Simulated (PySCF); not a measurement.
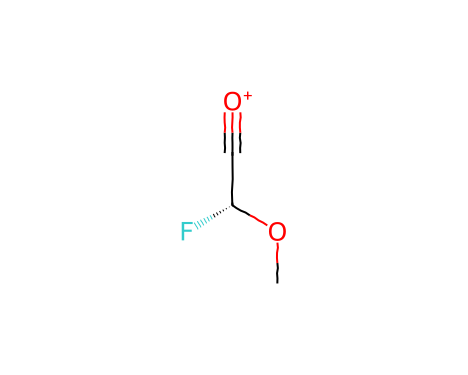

The species has charge +1 and is a spin singlet.

Transcribe the drawing into SMILES.

Answer. CO[C@H](F)C#[O+]

What is the molecular formula?

Answer. C3H4FO2, charge +1.

An optimisation with GFN2-xTB gave a structure of which point group?

Answer. C1.

More results for the same structure follow; atom numbers are the same in all pictures, views and colours differ. Computed geometry: GFN2-xTB optimisation. No frequency run is at hand to confirm it as a minimum.

**Electronic properties**

No frequency run is at hand to confirm it as a minimum. Properties computed with PBE0/def2-SVPD, gas phase (PySCF 2.14.0). Excitations: vertical, linear response.

What does the calculation give?

- HOMO energy (Kohn–Sham orbital): −14.86 eV
- LUMO energy (Kohn–Sham orbital): −8.91 eV
- HOMO–LUMO gap: 5.94 eV
- mean static polarisability: 41.2 bohr³
- lowest vertical singlet excitation: 4.61 eV
- its oscillator strength: 0.004
- brightest of the 6 lowest singlets: 5.26 eV
- its oscillator strength: 0.09

**NMR shielding**

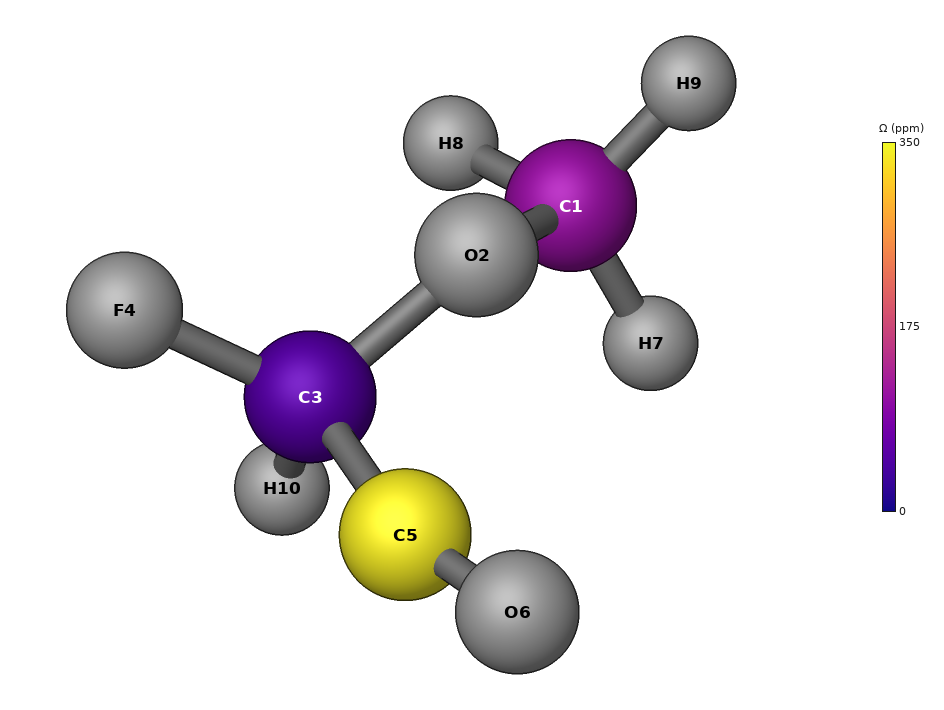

The C atoms are coloured by the span of their shielding tensor. No frequency run is at hand to confirm it as a minimum. Level of theory: GIAO PBE0/pcSseg-1 NMR shielding, non-relativistic, gas phase (PySCF 2.14.0). Principal shieldings σ11 ≤ σ22 ≤ σ33, span Ω = σ33 − σ11, skew κ = 3(σiso − σ22)/Ω.

Which C atom has the most anisotropic shielding?

Answer. C5, with a span of 339 ppm.

Give the shielding tensors of the C atoms.

| atom | σ11 | σ22 | σ33 | σiso | Ω | κ |
| --- | --- | --- | --- | --- | --- | --- |
| C1 | 74.1 | 86.7 | 186.1 | 115.6 | 112.0 | 0.78 |
| C3 | 45.7 | 89.6 | 98.3 | 77.9 | 52.5 | −0.67 |
| C5 | −83.6 | −63.4 | 255.1 | 36.0 | 338.8 | 0.88 |

Shieldings and span in ppm.

**Bond orders**

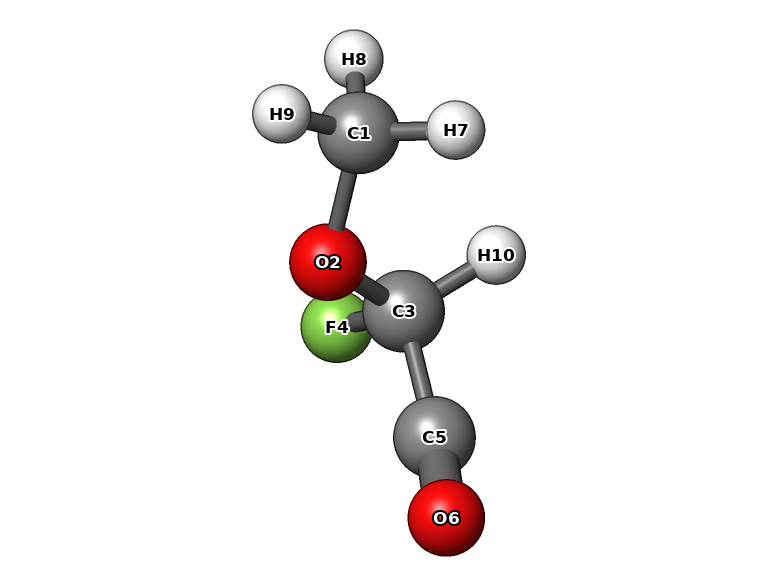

The thickness of each stick grows with its Mayer bond order. No frequency run is at hand to confirm it as a minimum. Computed with PBE0/pcSseg-1 (PySCF 2.14.0).

Which bond has the highest Mayer bond order?

Answer. C5–O6, 2.53, at a length of 1.112 Å.

Which bond has the lowest Mayer bond order?

Answer. C1–O2, 0.80, at 1.434 Å.

List the Mayer bond orders of C1–O2, C1–H7, C1–H8, C1–H9, O2–C3, C3–F4, C3–C5, C3–H10, C5–O6.

```csv
bond,Mayer order,length (Å)
C1–O2,0.80,1.434
C1–H7,0.95,1.092
C1–H8,0.95,1.092
C1–H9,0.95,1.090
O2–C3,1.00,1.372
C3–F4,1.04,1.340
C3–C5,0.89,1.472
C3–H10,0.91,1.115
C5–O6,2.53,1.112
```

**Quadrupole coupling**

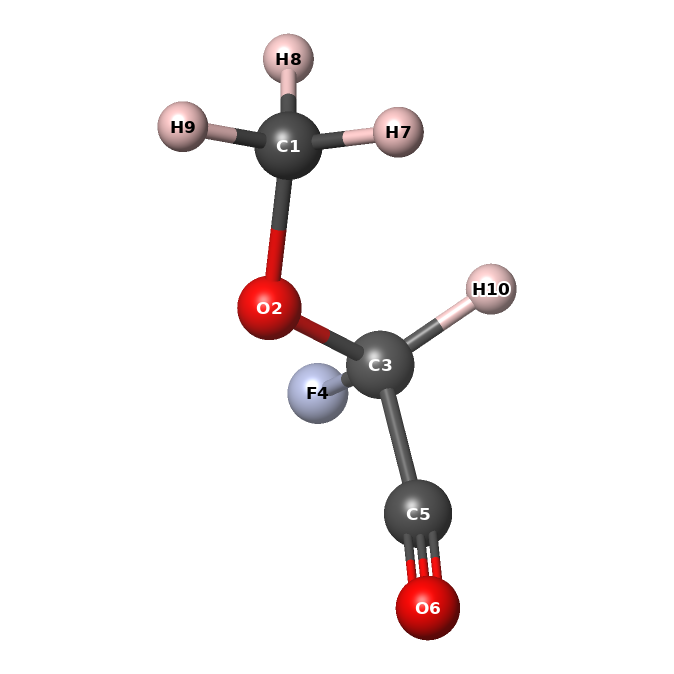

No frequency run is at hand to confirm it as a minimum. Electric field gradients from the ground-state density, PBE0/pcSseg-1 (PySCF 2.14.0), non-relativistic apart from any core potentials.

Give the largest field-gradient component, the quadrupole coupling constant and the asymmetry for 17O at O2 (Q = −25.6 mb), 17O at O6 (Q = −25.6 mb), 2H at H7 (Q = 2.86 mb), 2H at H8 (Q = 2.86 mb), 2H at H9 (Q = 2.86 mb), 2H at H10 (Q = 2.86 mb).

```tsv
atom	V_zz (a.u.)	e²qQ/h (MHz)	η
O2	1.978	−11.90	0.55
O6	−0.534	3.21	0.76
H7	0.290	0.195	0.12
H8	0.288	0.194	0.12
H9	0.290	0.195	0.10
H10	0.232	0.156	0.03
```
